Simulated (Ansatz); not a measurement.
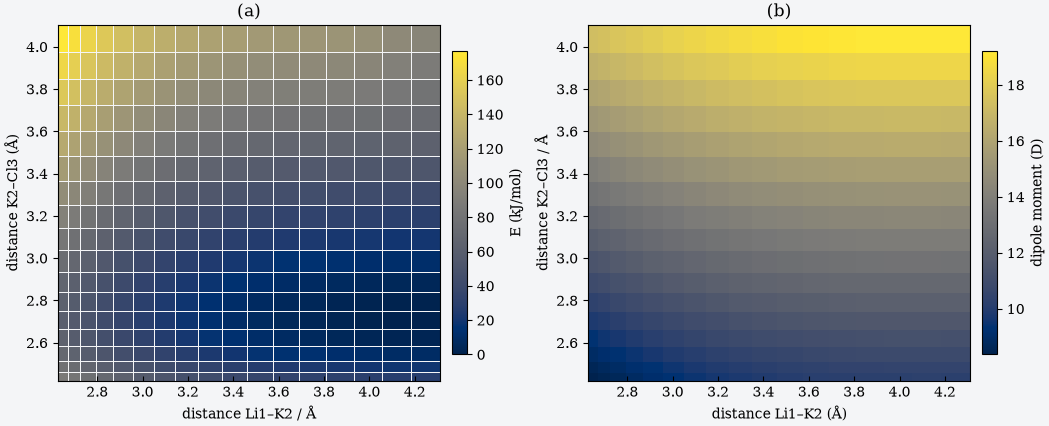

The system Li + KCl, spin multiplicity 2. First axis: distance Li1–K2. Second axis: distance K2–Cl3. Nothing is relaxed (the angle Li1–K2–Cl3 is fixed at 120 degrees). Grid: 17 × 17 points. Points are written as (first, second). All energies are given in kJ/mol relative to the lowest grid point. The D4 coefficients can switch as the alkali atoms part, which puts small steps into the map. Theory: UKS PBE0-D4/def2-SVPD (Ansatz).

Panel (a) is the energy; panel (b) is the computed dipole moment, in D.

Drawn: one coloured cell a grid point.

How does the dipole moment vary over the map, and what is it at the lowest grid point?

Answer. Leaving out the highest fifth of the energies, it runs from 8.4 D at (2.648 Å, 2.440 Å) to 18.5 D at (4.119 Å, 3.911 Å). At the lowest grid point, (4.248 Å, 2.704 Å), it is 11.6 D. That point lies on the edge of the scan.

```csv
"distance K2–Cl3 ↓, distance Li1–K2 →",2.648,2.755,2.912,3.095,3.298,3.516,3.749,3.993,4.248
4.040,17.3,17.6,18.0,18.4,18.7,19.0,19.1,19.2,19.2
3.785,16.0,16.3,16.7,17.0,17.3,17.6,17.7,17.8,17.7
3.541,14.6,14.9,15.3,15.7,16.0,16.2,16.3,16.4,16.4
3.308,13.3,13.6,14.0,14.4,14.7,14.9,15.0,15.1,15.0
3.090,12.0,12.4,12.8,13.1,13.4,13.6,13.8,13.8,13.8
2.887,10.9,11.2,11.6,12.0,12.3,12.5,12.6,12.7,12.7
2.704,9.8,10.2,10.6,10.9,11.3,11.5,11.6,11.7,11.6
2.547,9.0,9.3,9.7,10.1,10.4,10.6,10.7,10.8,10.8
2.440,8.4,8.7,9.1,9.5,9.8,10.0,10.2,10.2,10.2
```

The table holds every second grid line.
